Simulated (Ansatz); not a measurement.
# BNH6 (SMILES [BH3-][NH3+]): levels of theory compared

Wanted: a comparison of 6 runs (UHF/STO-3G, B2PLYP/STO-3G, r2SCAN0/STO-3G, CCSDT/STO-3G, UCCSD(T)/STO-3G, FCI/STO-3G) of BNH6. 

Program for the calculation: Ansatz 0.2.0.

48 further runs of the same task are left out: 2 that didn't finish, 46 set aside as unsound or not needed.

**1. The molecule**

BNH6 has 8 atoms, charge 0, and is taken as a singlet. As SMILES, `[BH3-][NH3+]`. The H5–B1 distance was set to 1.818 Å, away from the relaxed value. At this shape a bond of the SMILES string is far longer than usual.

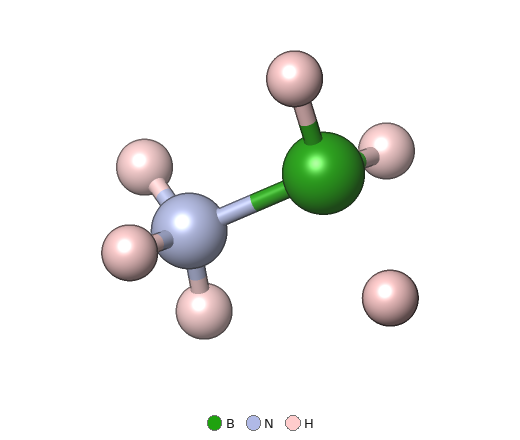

Viewed from a chosen angle; boron green, nitrogen light blue, hydrogen pink.

**2. The energy at UHF/STO-3G (run 1)**

Input file input.yaml:

```yaml
crystal:
  periodic: [false, false, false]
  atoms:
    - symbol: B
      position_ang: [-0.589123, -0.187071, -0.643909]
    - symbol: "N"
      position_ang: [-0.191323, -0.692971, 0.863191]
    - symbol: H
      position_ang: [-0.476023, -1.166271, -1.349509]
    - symbol: H
      position_ang: [-1.730423, 0.211829, -0.555709]
    - symbol: H
      position_ang: [0.604400, 1.126600, -1.038400]
    - symbol: H
      position_ang: [-0.257023, 0.069129, 1.530191]
    - symbol: H
      position_ang: [0.758777, -1.049171, 0.886791]
    - symbol: H
      position_ang: [-0.811823, -1.434371, 1.171991]
basis:
  gaussian:
    orbitals: STO-3G
magnetization:
  spin_polarized: true
  initial_magnetization: 0
hamiltonian:
  xc: hf
accuracy: high
```

The run is started by

```
$ ansatz run input.yaml --threads 1 --pin off --max-ram 2610MiB --events-out events.jsonl --progress --plain --runs-dir runs
```

Log:

```text
Warning: RAYON_NUM_THREADS=1 ignored (pool sized by the plan → 1); use --threads N
Functional definition: HF
  name "HF"
  exchange = exact_x
  correlation = 0
276 factors; integrals over basis functions are off by at most 1.3e-8 eV
mean field evaluation 1: about -2215.5414 eV, gradient 1.1e1 eV
mean field evaluation 2: about -2215.6161 eV, gradient 1.1e1 eV
mean field evaluation 4: about -2216.8861 eV, gradient 9.3e-1 eV
mean field evaluation 8: about -2216.8928 eV, gradient 6.4e-6 eV
mean field evaluation 16: about -2216.9119 eV, gradient 3.3e-2 eV
mean field evaluation 32: about -2216.8507 eV, gradient 9.5e-1 eV
mean field evaluation 64: about -2216.8928 eV, gradient 1.8e-3 eV
mean field -2216.90926074 eV, -81.4699126570 hartree, gradient 3.2e-8 eV, S^2 0.111029; 4 other end points of the search recorded, 0 dependent functions left out
reference -2216.90926074 eV, -81.4699126570 hartree; 9, 9 occupied and 7, 7 virtual orbitals, 276 factors
Total energy: -2216.90926074 eV, -81.4699126570 hartree
```

Run time: 0.14 s. Hardware: 1 thread of Arm Neoverse V1, shared host.

**3. A single-point energy at B2PLYP/STO-3G (run 2)**

Input file run.yaml:

```yaml
crystal:
  periodic: [false, false, false]
  atoms:
    - {symbol: B, position_ang: [-0.589123, -0.187071, -0.643909]}
    - {symbol: N, position_ang: [-0.191323, -0.692971, 0.863191]}
    - {symbol: H, position_ang: [-0.476023, -1.166271, -1.349509]}
    - {symbol: H, position_ang: [-1.730423, 0.211829, -0.555709]}
    - {symbol: H, position_ang: [0.604400, 1.126600, -1.038400]}
    - {symbol: H, position_ang: [-0.257023, 0.069129, 1.530191]}
    - {symbol: H, position_ang: [0.758777, -1.049171, 0.886791]}
    - {symbol: H, position_ang: [-0.811823, -1.434371, 1.171991]}
basis:
  gaussian: {orbitals: STO-3G}
hamiltonian: {xc: {name: B2PLYP}}
correlation: {frozen_orbitals: {B: 1, H: 0, "N": 1}}
accuracy: high
```

The run is started by

```
$ ansatz run run.yaml --threads 1 --pin off --max-ram 2610MiB --events-out events.jsonl --progress --plain --runs-dir runs
```

Log (excerpt; [...] marks lines left out):

```text
Warning: RAYON_NUM_THREADS=1 ignored (pool sized by the plan → 1); use --threads N
Functional definition: B2PLYP
  name "B2PLYP"
[...]
276 factors; integrals over basis functions are off by at most 1.3e-8 eV
[...]
mean field -2227.52612681 eV, -81.8600752888 hartree, gradient 7.8e-9 eV, S^2 0.000000; 0 other end points of the search recorded, 0 dependent functions left out
2 core orbitals not correlated: weight in the atoms' cores, before any rotation towards them, 1.000 or more for the frozen orbitals, at most 0.000 for the correlated occupied ones
reference -2227.52614568 eV, -81.8600759823 hartree; 7, 7 occupied and 7, 7 virtual orbitals, 276 factors
second order -4.05763121 eV of doubles, -0.00000000 eV of singles
Total energy: -2228.62170611 eV, -81.9003370854 hartree
```

Wall time 1.6 s (1 thread of Arm Neoverse V1, shared host); peak memory 0.1 GiB.

Runs 3 to 5 aren't shown in full; the table further down has their settings and results.

**4. The energy at FCI/STO-3G (run 6)**

Input file job.yaml:

```yaml
crystal:
  periodic: [false, false, false]
  atoms:
    - {symbol: B, position_ang: [-0.589123, -0.187071, -0.643909]}
    - {symbol: N, position_ang: [-0.191323, -0.692971, 0.863191]}
    - {symbol: H, position_ang: [-0.476023, -1.166271, -1.349509]}
    - {symbol: H, position_ang: [-1.730423, 0.211829, -0.555709]}
    - {symbol: H, position_ang: [0.604400, 1.126600, -1.038400]}
    - {symbol: H, position_ang: [-0.257023, 0.069129, 1.530191]}
    - {symbol: H, position_ang: [0.758777, -1.049171, 0.886791]}
    - {symbol: H, position_ang: [-0.811823, -1.434371, 1.171991]}
basis:
  gaussian:
    orbitals: STO-3G
correlation:
  method: fci
  frozen_orbitals: {B: 1, H: 0, "N": 1}
accuracy: high
```

The run is started by

```
$ ansatz run job.yaml --threads 1 --pin off --max-ram 2610MiB --events-out events.jsonl --progress --plain --runs-dir runs
```

Log:

```text
Warning: RAYON_NUM_THREADS=1 ignored (pool sized by the plan → 1); use --threads N
Functional definition: HF
  name "HF"
  exchange = exact_x
  correlation = 0
276 factors; integrals over basis functions are off by at most 1.3e-8 eV
mean field evaluation 1: about -2215.5414 eV, gradient 1.6e1 eV
mean field evaluation 2: about -2215.6161 eV, gradient 1.6e1 eV
mean field evaluation 4: about -2216.8861 eV, gradient 1.3e0 eV
mean field evaluation 8: about -2216.8928 eV, gradient 7.8e-6 eV
mean field -2216.89284670 eV, -81.4693094523 hartree, gradient 1.3e-8 eV, S^2 0.000000; 0 other end points of the search recorded, 0 dependent functions left out; unrestricted orbitals would lower it
mean field evaluation 16: about -2216.9023 eV, gradient 2.6e-1 eV
2 core orbitals not correlated: weight in the atoms' cores, before any rotation towards them, 1.000 or more for the frozen orbitals, at most 0.000 for the correlated occupied ones
reference -2216.89284670 eV, -81.4693094523 hartree; 7, 7 occupied and 7, 7 virtual orbitals, 276 factors
state -2221.36077710 eV, -81.6335028660 hartree
Total energy: -2221.36077710 eV, -81.6335028660 hartree
```

It took 65 s on 1 thread of Arm Neoverse V1, shared host; peak memory 0.93 GiB.

**5. Overview of the runs**

```csv
run,level,frozen core orbitals,energy (Eh),wall time
1,UHF/STO-3G,–,-81.469913,0.14 s
2,B2PLYP/STO-3G,2,-81.900337,1.6 s
3,r2SCAN0/STO-3G,–,-82.005447,2.3 s
4,CCSDT/STO-3G,2,-81.633533,0.4 s
5,UCCSD(T)/STO-3G,2,-81.633115,0.26 s
6,FCI/STO-3G,2,-81.633503,65 s
```

**6. Outcome**

| quantity | value |
| --- | --- |
| run 6: total energy | -81.63350 Eh |
| run 6: correlation energy (2 core orbitals frozen) | -164.2 mEh |

In words: Against full CI in this basis: UHF +163.6 mEh; CCSDT -0.0 mEh; UCCSD(T) +0.4 mEh. Totals of different functionals can't be ranked against each other. In run 4 the log says that unrestricted orbitals would lower the reference, so the values rest on an unstable closed-shell determinant (other closed-shell runs at this shape may share the fault). In runs 1, 2, 3, 4, 5, 6 the basis is minimal, so the values are rough. Spin contamination of the reference: run 1 ⟨S²⟩ = 0.11, run 5 ⟨S²⟩ = 0.11. All runs together took 70 s, the longest 65 s.
